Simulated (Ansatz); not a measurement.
# Calculations on Zr₃Nb₆Ni₁₁

Part 1: Relaxation

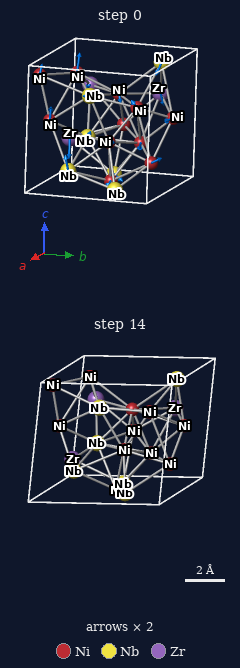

The structure of an amorphous cell of composition Zr$_{3}$Nb$_{6}$Ni$_{11}$ (coarse preliminary run) before (top) and after (bottom) a relaxation, at one scale. The blue arrows give the displacements (the part carried along by the change of the cell is left out), 2 times their true length.

The picture is a ball-and-stick view of the cell of the calculation, seen slightly off an axis.

Case: the quenched liquid.

All numbers below come from Ansatz 0.2.0, DFT PBE, scalar-relativistic, plane waves, PAW. Set-up: plane-wave cutoff 420 eV; k-point mesh 2 × 2 × 2; occupations gaussian; smearing width 0.1 eV; mesh shifted by (0.5, 0.5, 0.5); no spin polarisation; cell and atoms relaxed; force threshold 0.04 eV/Å; at most 70 steps.

Summarise the run.

The energy falls by 123 meV per atom in 10 accepted moves (14 points after the start). The largest force component goes from 1.1 to 0.02 eV/Å. The pressure goes from −1.32 to −0.17 GPa. The line search rejected the trial steps at points 9, 12 of the run. The SCF was repeated twice at an unchanged geometry on a basis and grid sized afresh for the cell, which shifted the energy by 1.1 meV per atom at most. The atom that moves furthest relative to the cell is a Zr atom (0.60 Å roughly along [2 1 −3]). By element the largest moves are Zr 0.60 Å, Ni 0.54 Å, Nb 0.45 Å. Cell: a 6.825 → 6.634 Å (−2.8 %), b 6.686 → 7.254 Å (+8.5 %), c 6.709 → 6.328 Å (−5.7 %), α 90.5° → 82.2°, β 95.0° → 95.6°, γ 92.3° → 90.2°. Volume −1.5 %. Near-neighbour distances that change, for instance: Ni–Zr 3.999 → 2.847 Å, Ni–Ni 2.572 → 3.510 Å, Zr–Zr 3.973 → 3.166 Å, Nb–Zr 4.030 → 3.291 Å. New bonds form: Nb–Zr (4.03 → 3.29 Å), Ni–Zr (4.00 → 2.85 Å). The run took 5.1 min on 2 threads of AMD EPYC 7R13 Processor (Zen 3), with other jobs on the host, peak memory 1 GiB.

Limits of the set-up: the k-point mesh is coarse for a cell with partly filled bands; the periodic images lie only 6.7 Å apart, so the values are limited by the cell's size.

Part 2: Dynamics

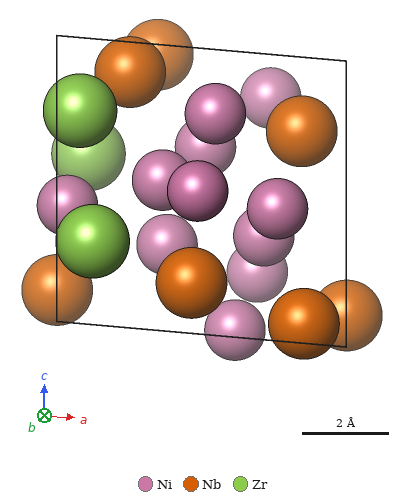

Starting frame of a dynamics run of an amorphous cell of composition Zr$_{3}$Nb$_{6}$Ni$_{11}$ (20 atoms in the cell). Style: spheres-only. Shown: the simulation cell, along the b axis.

Computed with Ansatz, DFT PBE, scalar-relativistic, plane waves, PAW.

Input file:
```yaml
crystal:
  lattice:
    - [6.817346, -0.138431, -0.296609]
    - [-0.138431, 6.684364, -0.032214]
    - [-0.296609, -0.032214, 6.70197]
  atoms:
    - { symbol: Ni, position: [0.6925495629, 0.9549717948, 0.2351746032] }
    - { symbol: Ni, position: [0.3652526592, 0.4174326039, 0.5270438384] }
    - { symbol: Ni, position: [0.5477315017, 0.2496728548, 0.7756309016] }
    - { symbol: Ni, position: [0.762151599, 0.2365166334, 0.4624086439] }
    - { symbol: Ni, position: [0.6153131788, 0.6587190248, 0.0249713772] }
    - { symbol: Ni, position: [0.7388617182, 0.9510176729, 0.8475856047] }
    - { symbol: Ni, position: [0.7150350092, 0.6127035058, 0.3638857118] }
    - { symbol: Ni, position: [0.5135759395, 0.7228650726, 0.6568073559] }
    - { symbol: Ni, position: [0.4864342511, 0.0236689153, 0.4997945286] }
    - { symbol: Ni, position: [0.0368968842, 0.4651706623, 0.4089889378] }
    - { symbol: Ni, position: [0.3807766277, 0.7008554906, 0.302738847] }
    - { symbol: Nb, position: [0.8458997959, 0.5435746776, 0.740573113] }
    - { symbol: Nb, position: [0.853359166, 0.3089777588, 0.0682972616] }
    - { symbol: Nb, position: [0.3489567914, 0.945833595, 0.9640564061] }
    - { symbol: Nb, position: [0.0014573732, 0.7389110259, 0.1104017733] }
    - { symbol: Nb, position: [0.2535343712, 0.5284838006, 0.8948602134] }
    - { symbol: Nb, position: [0.4651774838, 0.3027597582, 0.1766483513] }
    - { symbol: Zr, position: [0.1095710975, 0.8199744894, 0.5961864954] }
    - { symbol: Zr, position: [0.1238090671, 0.0925223937, 0.2917146923] }
    - { symbol: Zr, position: [0.0803497058, 0.1869060014, 0.7444012123] }
  symmetry: { detect: false }
basis:
  ecutwfc: 320
kpoints:
  mp_grid: { grid: [1, 1, 1], shift: [0.25, 0.25, 0.25] }
hamiltonian:
  xc: pbe
scf:
  occupations: { method: fermi_dirac, width: 0.262 }
  lower_state_search: "off"
  convergence: { dr2_threshold: 1.0e-06 }
output:
  forces: true
  stress: true
md:
  timestep: 3.0
  n_steps: 24
  ensemble: nvt_langevin
  friction: 0.03
  temperature: 3040.0
  initial_velocities: maxwell_boltzmann
  seed: 46377
```

Run as
```bash
ansatz run input.yaml --threads 2 --pin off --max-ram 5120MiB --backend cpu --events-out ev --progress --plain --runs-dir out
```

Predict how the run goes.

Over the second half the temperature averages 2704 K (spread ±432 K). The potential energy in the second half lies on average 249 meV per atom above the first frame. The mean pressure there is 14.0 GPa. In the second half of the run the atoms are, in the root-mean-square, this far from where they began (common drift taken out): Ni 0.33 Å, Zr 0.27 Å, Nb 0.26 Å. The run lasts only 72 fs, too short to tell vibration from diffusion.

Along the run (each row but the first and the last is the mean over the interval that it begins):

```json
{"time (fs)": "0.0", "potential energy (meV/atom)": "0.0", "T (K)": "2888", "p (GPa)": "3.4"}
{"time (fs)": "9.0", "potential energy (meV/atom)": "32.4", "T (K)": "2623", "p (GPa)": "5.2"}
{"time (fs)": "18.0", "potential energy (meV/atom)": "93.4", "T (K)": "2769", "p (GPa)": "8.2"}
{"time (fs)": "27.0", "potential energy (meV/atom)": "176.4", "T (K)": "2506", "p (GPa)": "11.2"}
{"time (fs)": "36.0", "potential energy (meV/atom)": "239.6", "T (K)": "2208", "p (GPa)": "13.1"}
{"time (fs)": "45.0", "potential energy (meV/atom)": "252.7", "T (K)": "2458", "p (GPa)": "14.2"}
{"time (fs)": "54.0", "potential energy (meV/atom)": "246.6", "T (K)": "2935", "p (GPa)": "14.4"}
{"time (fs)": "63.0", "potential energy (meV/atom)": "251.8", "T (K)": "3078", "p (GPa)": "14.1"}
{"time (fs)": "72.0", "potential energy (meV/atom)": "265.1", "T (K)": "3123", "p (GPa)": "13.9"}
```

The paths of the atoms:

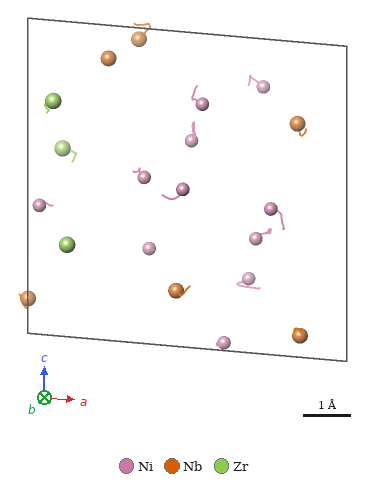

Limits of the set-up: the k-point mesh is coarse for a cell with partly filled bands; the cutoff lies below the recommended one; the periodic images lie only 6.7 Å apart, so the values are limited by the cell's size.

Part 3: Dynamics

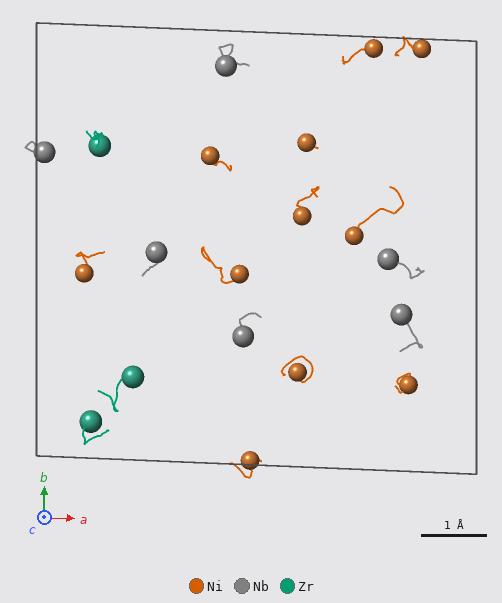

First-principles dynamics of an amorphous cell of composition Zr3Nb6Ni11 (20 atoms in the cell), 171 fs long. It starts from the last geometry of an earlier run, with fresh velocities. Lines trace each atom's path, in the colour of its element; spheres stand at the starting positions. Seen along the c axis in the simulation cell.

Level of theory: Ansatz 0.2.0, DFT PBE, scalar-relativistic, plane waves, PAW. Settings: plane-wave cutoff 420 eV; k-point mesh 1 × 1 × 1; Fermi-Dirac smearing 0.189 eV; set temperature 2190 K; time step 3 fs.

**What do the traces tell about the motion?**

Root-mean-square distances from the starting positions over the second half, with the common drift of all atoms taken out: Ni 0.49 Å, Zr 0.46 Å, Nb 0.44 Å. The run lasts only 171 fs, too short to tell vibration from diffusion.

Limits of the set-up: the k-point mesh is coarse for a cell with partly filled bands; the periodic images lie only 6.7 Å apart, so the values are limited by the cell's size.
